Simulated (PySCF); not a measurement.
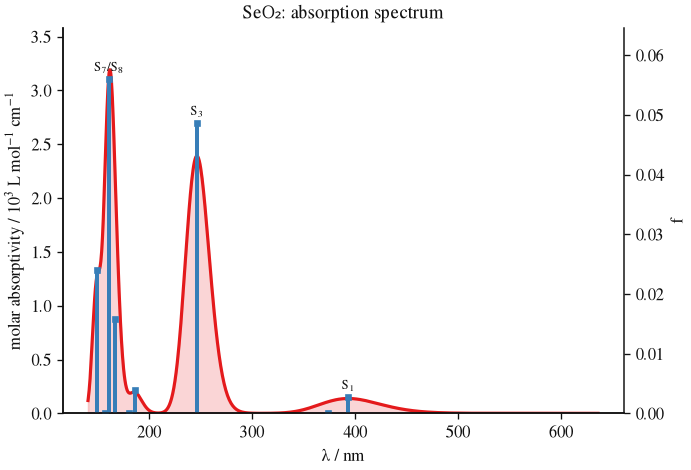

Computed absorption of SeO₂, SMILES O=[Se]=O. Vertical TDDFT excitations, PBE0/aug-cc-pVTZ in PySCF 2.14.0, at a PBE0-D3(BJ)/def2-TZVP geometry (no frequency check), gas phase. Only the first 10 singlet excitations are included; each is broadened by a Gaussian of 1/e half-width 0.33 eV. Sticks give oscillator strengths (right axis). States within 0.01 eV of each other are merged, with their strengths summed. The highest state may be half of a pair whose partner wasn't computed.

Question: Which of the computed transitions is the brightest, and what character does the calculation give it?

Answer: S7/S8 at 7.67 eV (162 nm), f = 0.056, mainly HOMO−1/HOMO−3 → LUMO+1/LUMO.

Question: Does any vertical transition fall in the visible?

Answer: No singlet lies below 3.1 eV (beyond 400 nm), so at this level no vertical transition falls in the visible.

Question: List the transitions behind the spectrum.

Answer:
```csv
state,E (eV),λ (nm),f,main character
S1,3.15,394,0.003,HOMO → LUMO (99 %)
S2,3.32,374,0.000,HOMO−1 → LUMO (100 %)
S3,5.02,247,0.049,HOMO−2 → LUMO (88 %)
S4,6.64,187,0.004,HOMO−4 → LUMO (99 %)
S5,6.86,181,0.000,HOMO−5 → LUMO (99 %)
S6,7.39,168,0.016,HOMO → LUMO+1 (67 %)
S7/S8,7.67,162,0.056,HOMO−1/HOMO−3 → LUMO+1/LUMO
S9,7.85,158,0.000,HOMO−2 → LUMO+1 (96 %)
S10,8.28,150,0.024,HOMO−2 → LUMO+2 (96 %)
```

Note: spin-orbit coupling is left out, and with Se it can shift these levels and split any degenerate set; core orbitals are frozen in the response.
